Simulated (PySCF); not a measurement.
**SiH4 (SMILES [H][Si]([H])([H])[H]): CCSD(T)/STO-3G**

Aim: the energy change on altering one bond length of SiH4 at CCSD(T)/STO-3G, from 2 runs. The job is set up through a Python script.

The calculation is run with PySCF 2.14.0.

13 further runs of the same task are left out: 1 that didn't finish, 12 set aside as unsound or not needed.

## Step 1: The structure to begin with

SiH4: 5 atoms, total charge 0, spin state singlet. SMILES: `[H][Si]([H])([H])[H]`. The coordinates come from a GFN2-xTB relaxation.

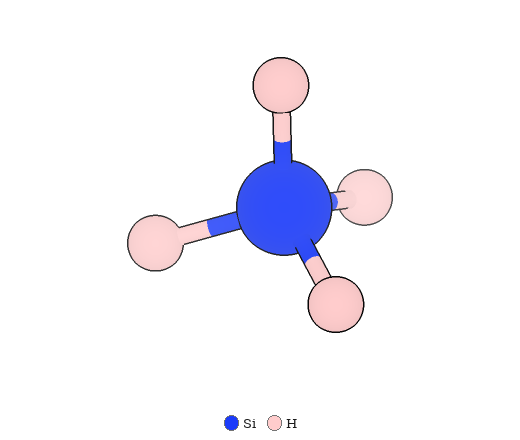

Viewed from a chosen angle; silicon blue, hydrogen pink.

## Step 2: The energy at CCSD(T)/STO-3G

Contents of input.py:

```python
from pyscf import gto, scf, cc

mol = gto.Mole()
mol.atom = '''
Si     0.000113    -0.000076     0.000170
H      0.021354    -0.036717     2.760663
H      2.595444     0.021278    -0.940630
H     -1.316345     2.261435    -0.880083
H     -1.300566    -2.245921    -0.940120
'''
mol.unit = 'bohr'
mol.basis = 'sto-3g'
mol.max_memory = 1860
mol.charge = 0
mol.verbose = 4
mol.build()

calc0 = scf.RHF(mol)
calc0.conv_tol = 1e-10
calc0.kernel()
if not calc0.converged:
    calc0 = calc0.newton().run(calc0.mo_coeff, calc0.mo_occ)

mycc = cc.CCSD(calc0, frozen=5)
mycc.kernel()
e_t = mycc.ccsd_t()
energy = mycc.e_tot + e_t
print(f'total energy: {energy:.8f} hartree')
```

On the command line:

```
$ OMP_NUM_THREADS=1 python input.py
```

The program printed:

```text
PySCF version 2.14.0

[INPUT] num. atoms = 5
[INPUT] num. electrons = 18
[INPUT] charge = 0
[INPUT] spin (= nelec alpha-beta = 2S) = 0
[INPUT] symmetry False subgroup None
[INPUT] Mole.unit = bohr
[INPUT] Symbol           X                Y                Z      unit          X                Y                Z       unit  Magmom
[INPUT]  1 Si     0.000059797025  -0.000040217468   0.000089960126 AA    0.000113000000  -0.000076000000   0.000170000000 Bohr   0.0
[INPUT]  2 H      0.011300050162  -0.019429799653   1.460879946630 AA    0.021354000000  -0.036717000000   2.760663000000 Bohr   0.0
[INPUT]  3 H      1.373449817019   0.011259832694  -0.497759959908 AA    2.595444000000   0.021278000000  -0.940630000000 Bohr   0.0
[INPUT]  4 H     -0.696579775708   1.196699865977  -0.465719867318 AA   -1.316345000000   2.261435000000  -0.880083000000 Bohr   0.0
[INPUT]  5 H     -0.688229888497  -1.188490210727  -0.497490079530 AA   -1.300566000000  -2.245921000000  -0.940120000000 Bohr   0.0

nuclear repulsion = 21.615748272515
number of shells = 9
number of NR pGTOs = 39
number of NR cGTOs = 13
basis = sto-3g
ecp = {}

******** <class 'pyscf.scf.hf.RHF'> ********
method = RHF
initial guess = minao
damping factor = 0
level_shift factor = 0
DIIS = <class 'pyscf.scf.diis.CDIIS'>
diis_start_cycle = 1
diis_space = 8
diis_damp = 0
SCF conv_tol = 1e-10
SCF conv_tol_grad = None
SCF max_cycles = 50
direct_scf = True
direct_scf_tol = 1e-13
Set gradient conv threshold to 1e-05
Initial guess from minao.
init E= -287.340965079575
  HOMO = -0.377885111339374  LUMO = 0.407685771653341  gap/eV = 21.37647
cycle= 1 E= -287.910786865608  delta_E= -0.57  |g|= 0.0765  |ddm|= 1.99
  HOMO = -0.426148133639706  LUMO = 0.534457693197689  gap/eV = 26.13942
cycle= 2 E= -287.913807650276  delta_E= -0.00302  |g|= 0.018  |ddm|= 0.142
  HOMO = -0.42538142004662  LUMO = 0.540082766038507  gap/eV = 26.27162
cycle= 3 E= -287.9139838794  delta_E= -0.000176  |g|= 0.000664  |ddm|= 0.0421
  HOMO = -0.425820177157044  LUMO = 0.539673298811534  gap/eV = 26.27242
cycle= 4 E= -287.913984041465  delta_E= -1.62e-07  |g|= 2.5e-05  |ddm|= 0.00119
  HOMO = -0.425826446358057  LUMO = 0.539663270948151  gap/eV = 26.27231
cycle= 5 E= -287.913984041559  delta_E= -9.33e-11  |g|= 8.86e-08  |ddm|= 2.15e-05
  HOMO = -0.425826578468567  LUMO = 0.539663543843065  gap/eV = 26.27232
Extra cycle  E= -287.913984041559  delta_E= -5.68e-14  |g|= 1.65e-08  |ddm|= 1.29e-07
converged SCF energy = -287.913984041559

******** <class 'pyscf.cc.ccsd.CCSD'> ********
CC2 = 0
CCSD nocc = 4, nmo = 8
frozen orbitals 5
max_cycle = 50
direct = 0
conv_tol = 1e-07
conv_tol_normt = 1e-05
diis_space = 6
diis_start_cycle = 0
diis_start_energy_diff = 1e+09
Init t2, MP2 energy = -287.959041661634  E_corr(MP2) -0.0450576200748867
Init E_corr(CCSD) = -0.0450576200748868
cycle = 1  E_corr(CCSD) = -0.0597450889425551  dE = -0.0146874689  norm(t1,t2) = 0.0418218
cycle = 2  E_corr(CCSD) = -0.0648965624331374  dE = -0.00515147349  norm(t1,t2) = 0.015382
cycle = 3  E_corr(CCSD) = -0.0678534289944019  dE = -0.00295686656  norm(t1,t2) = 0.00580506
cycle = 4  E_corr(CCSD) = -0.067874886345026  dE = -2.14573506e-05  norm(t1,t2) = 0.000597182
cycle = 5  E_corr(CCSD) = -0.0678804558942713  dE = -5.56954925e-06  norm(t1,t2) = 6.60819e-05
cycle = 6  E_corr(CCSD) = -0.0678795834160254  dE = 8.72478246e-07  norm(t1,t2) = 8.14342e-06
cycle = 7  E_corr(CCSD) = -0.0678797672124071  dE = -1.83796382e-07  norm(t1,t2) = 1.36916e-06
cycle = 8  E_corr(CCSD) = -0.0678797997832405  dE = -3.25708335e-08  norm(t1,t2) = 2.04531e-07
CCSD converged
E(CCSD) = -287.981863841342  E_corr = -0.06787979978324053
CCSD(T) correction = -0.000338643493156776
total energy: -287.98220248 hartree
```

Run time: 0.68 s. Hardware: 1 thread of Arm Neoverse V1, shared host; peak memory 0.1 GiB.

## Step 3: The distorted shape

Contents of run.py:

```python
from pyscf import gto, scf, cc

mol = gto.Mole()
mol.atom = '''
Si    -1.098660    -0.009080     0.398373
H     -1.087420    -0.028470     1.859163
H      1.373450     0.011260    -0.497760
H     -1.795300     1.187660    -0.067437
H     -1.786950    -1.197530    -0.099207
'''
mol.spin = 0
mol.max_memory = 1860
mol.basis = 'sto-3g'
mol.verbose = 4
mol.build()

mf = scf.RHF(mol)
mf.conv_tol = 1e-10
mf.kernel()
if not mf.converged:
    mf = mf.newton().run(mf.mo_coeff, mf.mo_occ)

mycc = cc.CCSD(mf, frozen=5)
mycc.kernel()
e_t = mycc.ccsd_t()
e_tot = mycc.e_tot + e_t
print('E(%s) = %.9f' % ('CCSD(T)', e_tot))
```

On the command line:

```
$ OMP_NUM_THREADS=1 python run.py
```

The program printed:

```text
PySCF version 2.14.0

[INPUT] num. atoms = 5
[INPUT] num. electrons = 18
[INPUT] charge = 0
[INPUT] spin (= nelec alpha-beta = 2S) = 0
[INPUT] symmetry False subgroup None
[INPUT] Mole.unit = angstrom
[INPUT] Symbol           X                Y                Z      unit          X                Y                Z       unit  Magmom
[INPUT]  1 Si    -1.098660000000  -0.009080000000   0.398373000000 AA   -2.076166504015  -0.017158713211   0.752815865421 Bohr   0.0
[INPUT]  2 H     -1.087420000000  -0.028470000000   1.859163000000 AA   -2.054925982375  -0.053800502766   3.513308890925 Bohr   0.0
[INPUT]  3 H      1.373450000000   0.011260000000  -0.497760000000 AA    2.595444345784   0.021278316163  -0.940630075764 Bohr   0.0
[INPUT]  4 H     -1.795300000000   1.187660000000  -0.067437000000 AA   -3.392625311432   2.244352129101  -0.127437460662 Bohr   0.0
[INPUT]  5 H     -1.786950000000  -1.197530000000  -0.099207000000 AA   -3.376846098292  -2.263003725950  -0.187474059640 Bohr   0.0

nuclear repulsion = 19.1623150634611
number of shells = 9
number of NR pGTOs = 39
number of NR cGTOs = 13
basis = sto-3g
ecp = {}

******** <class 'pyscf.scf.hf.RHF'> ********
method = RHF
initial guess = minao
damping factor = 0
level_shift factor = 0
DIIS = <class 'pyscf.scf.diis.CDIIS'>
diis_start_cycle = 1
diis_space = 8
diis_damp = 0
SCF conv_tol = 1e-10
SCF conv_tol_grad = None
SCF max_cycles = 50
direct_scf = True
direct_scf_tol = 1e-13
Set gradient conv threshold to 1e-05
[... 1 set-up line as earlier in the session ...]
init E= -287.051774147387
  HOMO = -0.177969874296852  LUMO = 0.0270131830666611  gap/eV = 5.57787
cycle= 1 E= -287.638866343727  delta_E= -0.587  |g|= 0.18  |ddm|= 2.09
  HOMO = -0.17999127531018  LUMO = 0.15945896434977  gap/eV = 9.23691
cycle= 2 E= -287.662541416294  delta_E= -0.0237  |g|= 0.102  |ddm|= 0.742
  HOMO = -0.209499677251428  LUMO = 0.152904479446419  gap/eV = 9.86152
cycle= 3 E= -287.669210846481  delta_E= -0.00667  |g|= 0.0115  |ddm|= 0.244
  HOMO = -0.219483738768211  LUMO = 0.152357745621952  gap/eV = 10.11832
cycle= 4 E= -287.669303538423  delta_E= -9.27e-05  |g|= 0.00164  |ddm|= 0.0291
  HOMO = -0.217508392076035  LUMO = 0.152323943101369  gap/eV = 10.06365
cycle= 5 E= -287.669305167995  delta_E= -1.63e-06  |g|= 7.21e-05  |ddm|= 0.00352
  HOMO = -0.217539265650224  LUMO = 0.152445642000113  gap/eV = 10.06780
cycle= 6 E= -287.66930517116  delta_E= -3.16e-09  |g|= 4.04e-06  |ddm|= 0.000197
  HOMO = -0.217529442106984  LUMO = 0.152436600550168  gap/eV = 10.06729
cycle= 7 E= -287.66930517117  delta_E= -9.78e-12  |g|= 6.04e-07  |ddm|= 1.01e-05
  HOMO = -0.217531011925378  LUMO = 0.1524375480364  gap/eV = 10.06736
Extra cycle  E= -287.66930517117  delta_E= 5.68e-14  |g|= 1.97e-07  |ddm|= 1.76e-06
converged SCF energy = -287.66930517117

******** <class 'pyscf.cc.ccsd.CCSD'> ********
CC2 = 0
CCSD nocc = 4, nmo = 8
frozen orbitals 5
max_cycle = 50
direct = 0
conv_tol = 1e-07
conv_tol_normt = 1e-05
diis_space = 6
diis_start_cycle = 0
diis_start_energy_diff = 1e+09
Init t2, MP2 energy = -287.758512827505  E_corr(MP2) -0.0892076563354064
Init E_corr(CCSD) = -0.0892076563354329
cycle = 1  E_corr(CCSD) = -0.124707822494936  dE = -0.0355001662  norm(t1,t2) = 0.143302
cycle = 2  E_corr(CCSD) = -0.140405815421544  dE = -0.0156979929  norm(t1,t2) = 0.0689244
cycle = 3  E_corr(CCSD) = -0.152077953508026  dE = -0.0116721381  norm(t1,t2) = 0.030494
cycle = 4  E_corr(CCSD) = -0.151403100318087  dE = 0.00067485319  norm(t1,t2) = 0.00243879
cycle = 5  E_corr(CCSD) = -0.15159870333976  dE = -0.000195603022  norm(t1,t2) = 0.00127118
cycle = 6  E_corr(CCSD) = -0.151799416571273  dE = -0.000200713232  norm(t1,t2) = 0.000408872
cycle = 7  E_corr(CCSD) = -0.151747200885752  dE = 5.22156855e-05  norm(t1,t2) = 0.000186022
cycle = 8  E_corr(CCSD) = -0.151756624346737  dE = -9.42346099e-06  norm(t1,t2) = 2.49426e-05
cycle = 9  E_corr(CCSD) = -0.151756247999122  dE = 3.76347615e-07  norm(t1,t2) = 3.58571e-06
cycle = 10  E_corr(CCSD) = -0.15175605293898  dE = 1.95060143e-07  norm(t1,t2) = 9.10723e-07
cycle = 11  E_corr(CCSD) = -0.151756015357316  dE = 3.75816631e-08  norm(t1,t2) = 1.81118e-07
CCSD converged
E(CCSD) = -287.8210611865271  E_corr = -0.1517560153573164
CCSD(T) correction = -0.00222470826866059
E(CCSD(T)) = -287.823285895
```

Wall time 0.72 s (1 thread of Arm Neoverse V1, shared host); peak memory 0.1 GiB.

## Step 4: Results

Level: CCSD(T)/STO-3G, 5 core orbitals frozen.

```
                                                          quantity          value
                                         first shape: total energy  -287.98220 Eh
                 first shape: dipole moment (Hartree–Fock density)         0.00 D
                  first shape: HOMO energy (Hartree–Fock orbitals)      -11.59 eV
                  first shape: LUMO energy (Hartree–Fock orbitals)       14.68 eV
                first shape: HOMO–LUMO gap (Hartree–Fock orbitals)       26.27 eV
          first shape: correlation energy (5 core orbitals frozen)      -68.2 mEh
                                       first shape: (T) correction      -0.34 mEh
                                        first shape: T1 diagnostic          0.003
                                     distorted shape: total energy  -287.82329 Eh
             distorted shape: dipole moment (Hartree–Fock density)         1.27 D
              distorted shape: HOMO energy (Hartree–Fock orbitals)       -5.92 eV
              distorted shape: LUMO energy (Hartree–Fock orbitals)        4.15 eV
            distorted shape: HOMO–LUMO gap (Hartree–Fock orbitals)       10.07 eV
      distorted shape: correlation energy (5 core orbitals frozen)     -154.0 mEh
                                   distorted shape: (T) correction      -2.22 mEh
                                    distorted shape: T1 diagnostic          0.026
energy change with the Si1–H3 bond stretched from 1.461 to 2.630 Å       4.324 eV
```

What this shows: One bond (distorted shape) is far stretched, which a spin-restricted single reference describes badly; perturbation theory on it can break down and give far too much correlation. With the Si1–H3 bond stretched from 1.461 to 2.630 Å the energy rises by 4.32 eV (100 kcal/mol). The first shape isn't relaxed at this level, so the change isn't measured from a minimum. A restricted reference can't describe the breaking bond well at this length. The minimal basis adds a large error of its own. Mulliken charges (first shape) of the mean-field density run from -0.16 on H4 to +0.63 on Si1; they depend strongly on the basis. The triples (first shape) make up 0.5 % of the correlation energy. The T1 diagnostic (distorted shape) of 0.026 is above the customary mark for such species, so a single reference may not serve. The triples (distorted shape) make up 1.4 % of the correlation energy.
